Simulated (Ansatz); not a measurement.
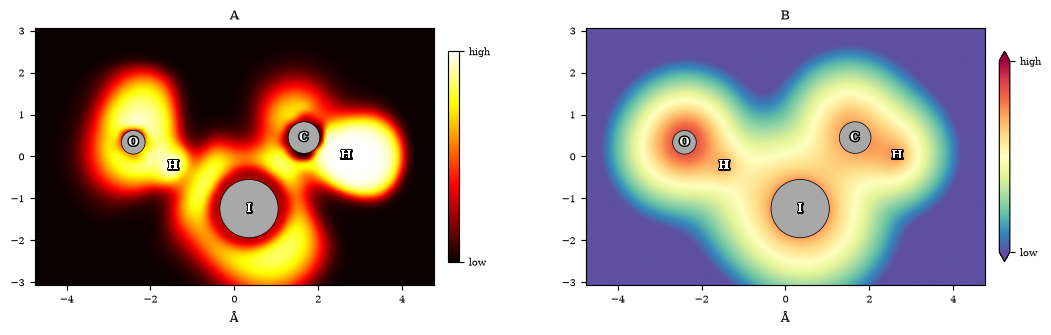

H3O···CH3I (SMILES [OH3+].CI) (charge +1): 2 fields on the plane of atoms I6, C5 and H7, with unlabelled colour scales. Grey discs cover the atomic cores.

Geometry: PBE0-D4/def2-TZVP; core potentials replace the inner electrons of I.

All numbers below come from RKS PBE0-D4/def2-TZVPPD in Ansatz 0.2.0.

**The panels show electron density and electron localisation function in some order. Assign them.**

Panel A: electron localisation function. Panel B: electron density. From the grid: I6···H2 (2.09 Å): the density falls to about 0.4 e/Å³ on the way; the ELF climbs to about 0.85 towards the hydrogen, as it does in any bond to H. C–I (2.14 Å): ρ at the midpoint is about 0.84 e/Å³; the ELF peaks at about 0.85 between the atoms; a shared electron pair.
